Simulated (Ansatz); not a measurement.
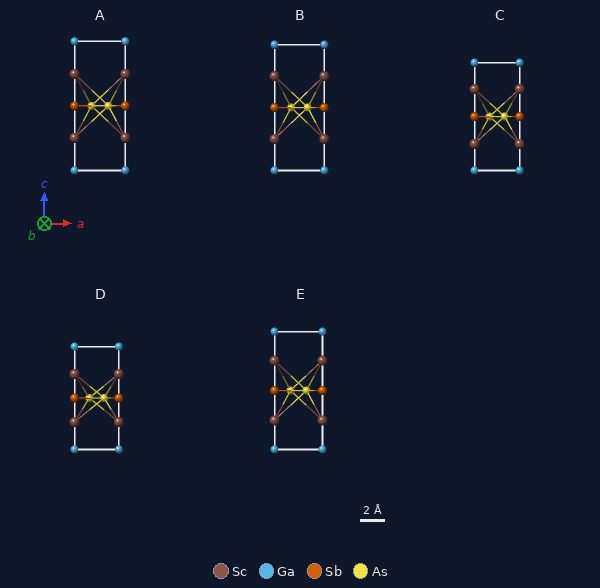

5 geometries from one relaxation of solid Sc2GaSbAs2 (a generated structure, set up in P6/mmm) (coarse preliminary run), in shuffled order. The picture is a ball-and-stick view of the cell of the calculation, seen along the b axis.

The calculation used DFT PBE, scalar-relativistic, plane waves, PAW in Ansatz. (plane-wave cutoff 420 eV; k-point mesh 6 × 6 × 2; occupations gaussian; smearing width 0.1 eV; no spin polarisation; cell and atoms relaxed; force threshold 0.04 eV/Å; at most 70 steps)

**Put them in the order of the run, from the start to the converged end.**

D, C, E, B, A. They are steps 0, 1, 3, 5, 11, at +11.906 eV per cell of the calculation, +5.487 eV per cell of the calculation, +1.187 eV per cell of the calculation, +0.345 eV per cell of the calculation relative to the last. The largest moves relative to the cell, 0.14 Å, are those of Sc atoms. As and Sb and Ga stay in place. The drawn cell changes as follows: a = b 4.350 → 4.982 Å (+14.5 %), c 8.740 → 10.976 Å (+25.6 %); the volume changes by +64.7 %. Near-neighbour distances that change, for instance: As–Sc 3.238 → 3.951 Å, Sb–Sc 2.044 → 2.710 Å, Ga–Sc 2.326 → 2.778 Å, As–Sb 2.511 → 2.876 Å. The space group stays P6/mmm (No. 191). Over 9 accepted moves (11 points after the start) the energy falls by 11.906 eV per cell of the calculation. Largest force component: 14 eV/Å at the start, 0.031 eV/Å at the end. Pressure: 50.16 GPa at the start and −0.05 GPa at the end. The SCF was repeated twice at an unchanged geometry on a basis and grid sized afresh for the cell, which shifted the energy by 0.255 eV per cell of the calculation at most. The run took 99 s on 1 thread of Arm Neoverse V2, on a shared host, peak memory 0.57 GiB.
